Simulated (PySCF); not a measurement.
**C4H13NSi (SiMe3(NHMe)): density, localisation and related maps**

```xyz
19

Si   -0.0022    0.4116   -0.0052
C     0.0612    0.3962    1.8738
H    -0.9521    0.3560    2.3018
H     0.5616    1.3025    2.2507
H     0.6263   -0.4689    2.2564
C     1.7673    0.4506   -0.6577
H     2.3183    1.3352   -0.2988
H     1.7794    0.4677   -1.7595
H     2.3265   -0.4426   -0.3341
C    -0.9351    1.9147   -0.6346
H    -0.9602    1.9398   -1.7362
H    -0.4509    2.8442   -0.2957
H    -1.9736    1.9186   -0.2691
N    -0.8939   -0.9835   -0.5503
C    -0.5524   -2.3486   -0.2405
H    -1.4018   -0.8839   -1.4224
H     0.2061   -2.7987   -0.9132
H    -0.1473   -2.4129    0.7823
H    -1.4400   -3.0045   -0.2633
```

Geometry: PBE0-D3(BJ)/def2-SVP.

All numbers below come from PySCF, PBE0/pcSseg-1, SCF density, gas phase, non-relativistic.

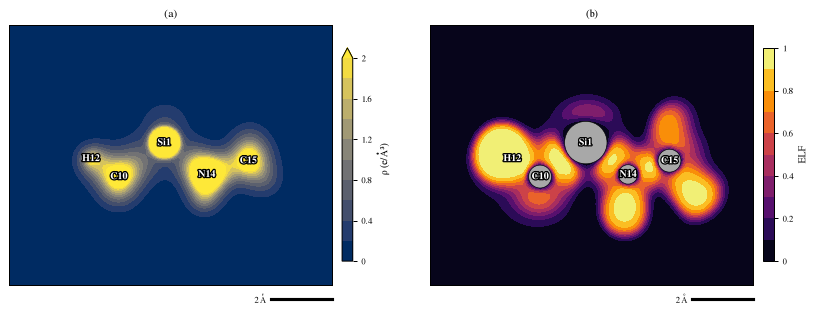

Figure 1. (a) electron density; (b) electron localisation function on the plane of atoms Si1, C10 and H12. Grey discs cover the atomic cores in the ELF map.

**What does the map show?**

Atoms in the plane: Si, C, H and N.
C–N (1.44 Å): the density is about 1.9 e/Å³ at the midpoint; the ELF peaks at about 0.95 between the atoms (a covalent bond).
Si–N (1.74 Å): ρ at the midpoint is about 1.1 e/Å³; the ELF peaks at about 0.90 between the atoms; a polar covalent bond.
C–Si (1.88 Å): the density is about 0.95 e/Å³ at the midpoint; the ELF peaks at about 0.95 between the atoms: a covalent bond.
C–H (1.10 Å): ρ is about 1.9 e/Å³ halfway; the ELF climbs to about 1 towards the hydrogen, as it does in any bond to H; an ordinary covalent bond to hydrogen.

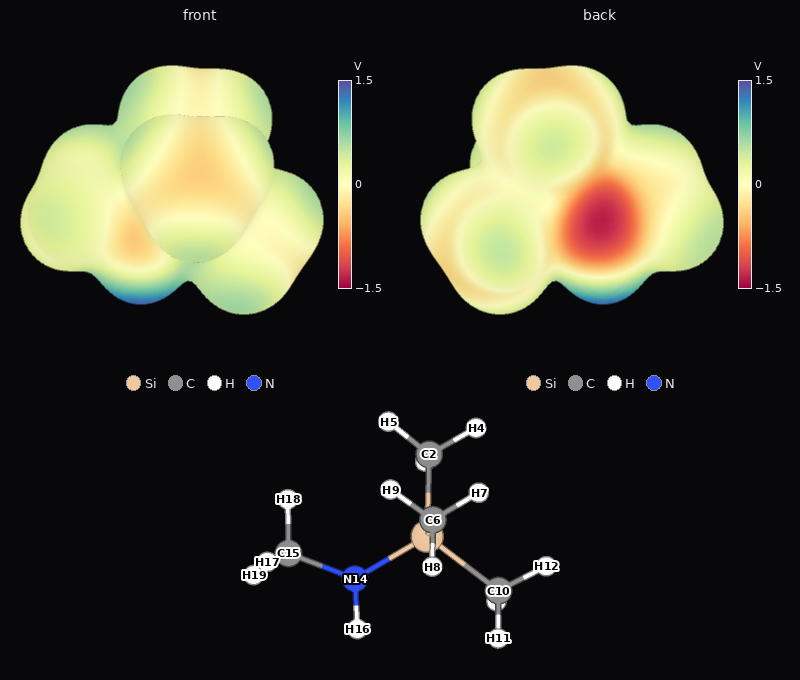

Figure 2. The electrostatic potential painted on the density surface at 0.002 e/bohr³, seen from the front and from behind; the colour scale runs from red (negative) to blue (positive). The bare structure is drawn below in the same view.

**Which sites attract a positive test charge, and which a negative one?**

A positive charge is drawn to the negative regions and a negative charge to the positive ones. The most negative region (about −1.3 V) lies over N14, the most positive (about +1.3 V) over H16. N14 is the likeliest acceptor of a hydrogen bond.

**How polar is the molecule by this calculation?**

Its dipole moment is 0.58 D.
